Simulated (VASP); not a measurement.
Band structure of TaAs (relaxed from the NbAs structure, space group I4_1md). All values below come from PBE GGA, VASP's PBE PAW potentials (set 64) (plane waves; VASP 6.6.1).

Unless said otherwise, spin-orbit coupling is left out, though it shifts the bands of the heavy elements here.

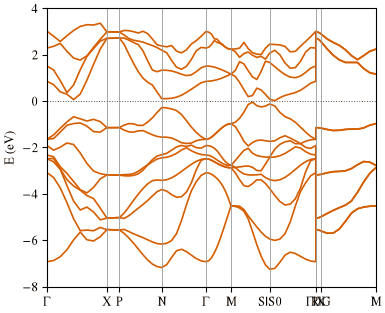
*Bands along high-symmetry lines, zero at the valence-band maximum or, without a gap, the Fermi level*

Read the plot: is there a gap, and where are the band edges?

It has no gap at this level: it comes out as a metal or semimetal. (Edges off the drawn lines would not show.)

The structure was generated: TaAs was put into the NbAs type (I4_1md), which need not be its known phase. It was relaxed first.
